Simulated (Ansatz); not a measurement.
# BrHSi₂ (SMILES [Si]=[SiH]Br): what the fields show

Input file:

```
crystal:
  periodic: [false, false, false]
  atoms:
    - {symbol: Br, position_ang: [0.805523, -2.592479, 2.135435]}
    - {symbol: Si, position_ang: [-1.443978, -1.292473, -0.577187]}
    - {symbol: Si, position_ang: [-0.139554, -0.809751, 1.142659]}
    - {symbol: H, position_ang: [0.275458, 0.451356, 1.821311]}
basis:
  gaussian:
    orbitals: def2-TZVPD
hamiltonian:
  xc: {name: PBE0}
output: {forces: true, orbitals: {seedname: orbitals}}
```

Command:

```sh
ansatz run input.yaml --threads 1 --pin off --max-ram 2610MiB --events-out events.jsonl --progress --plain --runs-dir runs
```

Geometry: B3LYP-D3(BJ)/def2-SVP.

Level of theory: isolated molecule in a Gaussian basis; Kohn-Sham density functional theory, functional PBE0 (Ansatz).

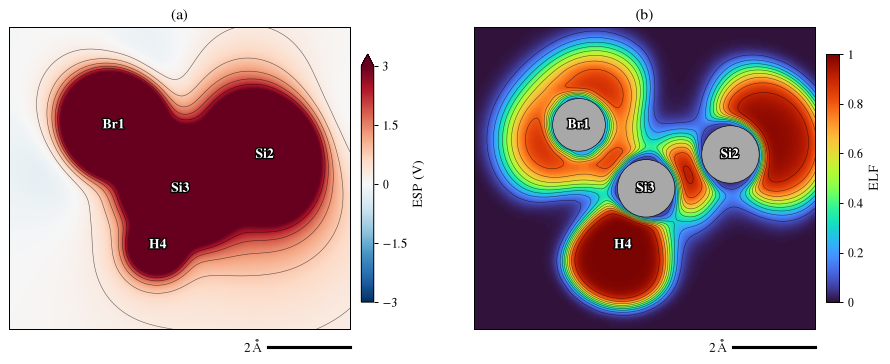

Figure 1. (a) molecular electrostatic potential; (b) ELF on the molecular plane. Grey discs cover the atomic cores in the ELF map.

What do the fields say about this system?

- The section cuts through Br, Si and H sites.
- Si–Si (2.21 Å): the ELF peaks at about 0.90 between the atoms: a covalent bond.
- Si–Br (2.25 Å): the ELF peaks at about 0.85 between the atoms; a shared but strongly polarised pair.
- Si–H (1.49 Å): the ELF climbs to about 1 towards the hydrogen, as it does in any bond to H.
- The ELF also peaks beside Br1 and Si2, away from the bonds: lone-pair regions.
- The potential has no marked negative region in this plane.

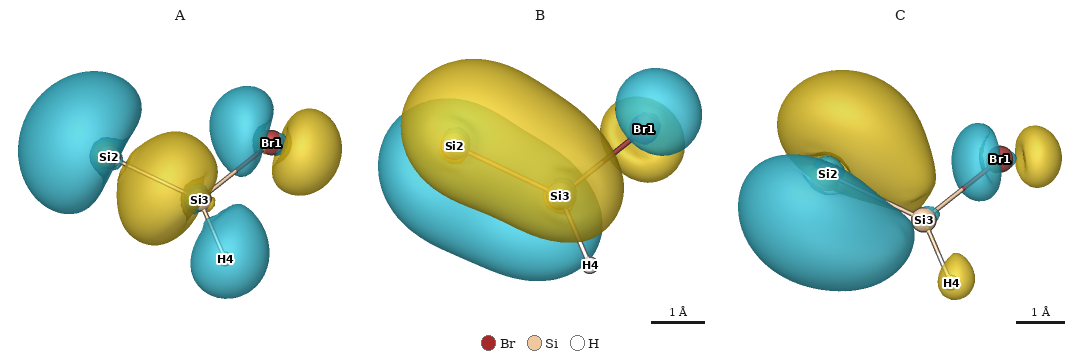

Figure 2. Three frontier orbitals at ±0.08 Å⁻³ᐟ² (yellow and cyan are the two phases), in no order.

Which picture is the HOMO−1, the HOMO and the LUMO?

A is the HOMO−1 (−7.54 eV). By Hirshfeld shares it lies mainly on Si2 (about 55 %), Si3 (about 25 %), Br1 (about 15 %) and H4 (about 5 %); it is symmetric in the molecular plane (an in-plane orbital: σ, lone-pair or in-plane π type). B is the HOMO (−5.91 eV). By Hirshfeld shares it lies mainly on Si2 (about 50 %), Si3 (about 40 %) and Br1 (about 10 %); it changes sign across the molecular plane (π type); π-bonding across Si2–Si3. C is the LUMO (−3.80 eV). It lies mainly on Si2 (about 75 %), Si3 (about 15 %) and Br1 (about 5 %); it is symmetric in the molecular plane (an in-plane orbital: σ, lone-pair or in-plane π type).

What is the HOMO–LUMO gap?

2.11 eV between the orbital energies.

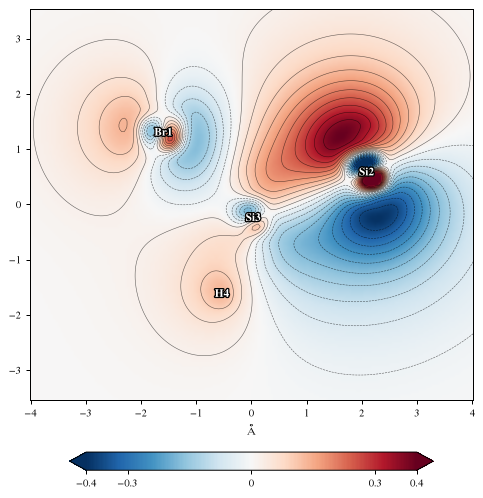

Figure 3. The LUMO on the molecular plane (values in Å⁻³ᐟ²; the overall sign is arbitrary).

Where does this orbital lie, and at what energy?

Its weight (Hirshfeld) is mainly on Si2 (about 75 %), Si3 (about 15 %) and Br1 (about 5 %); it is symmetric in the molecular plane (an in-plane orbital: σ, lone-pair or in-plane π type). Its energy is −3.80 eV.
